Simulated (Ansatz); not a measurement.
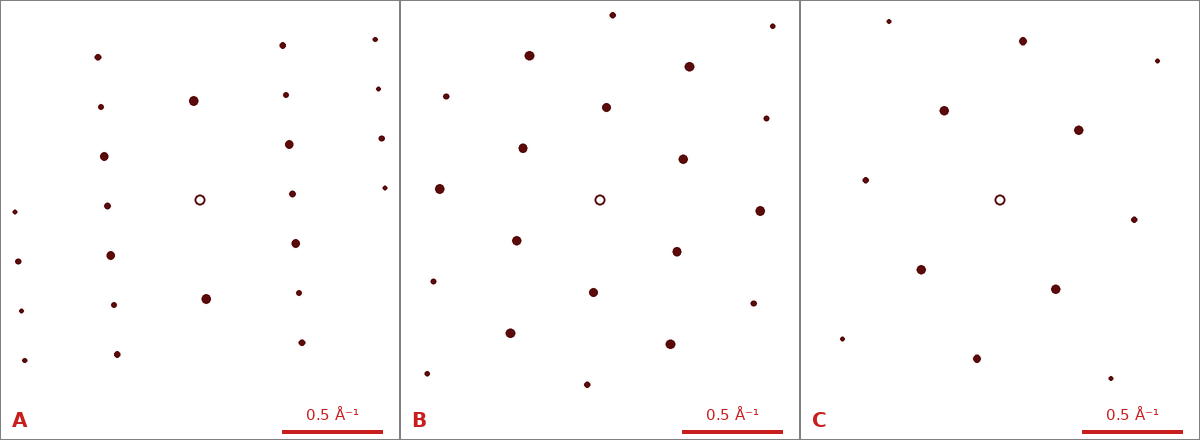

Simulated selected-area electron diffraction patterns (200 kV, kinematic approximation, thin crystal, B = 0.5 Å² for all atoms).

All three come from Co, space group P6_3/mmc (No. 194), a = 2.493 Å, c = 4.031 Å (hexagonal axes). Structure: the input geometry of an electronic-structure calculation (not necessarily at equilibrium).

```json
{"atom": "Co", "site": "2d", "symmetry": "-6m2", "x": "0.3333", "y": "0.6667", "z": "0.7500"}
```

Assign the zone axes [001], [100], [211] to A, B and C.

Answer. A is [100]: rectangular net of 0 0 1 (itself extinct) at d = 4.03 Å and 0 1 0 at d = 2.16 Å, at 90.0°. B is [001]: hexagonal net of 1 -1 0 at d = 2.16 Å and 1 0 0 at d = 2.16 Å, at 60.0°. C is [211]: centred rectangular net of 0 1 -1 at d = 1.90 Å and -1 1 1 at d = 1.90 Å, at 80.5°.
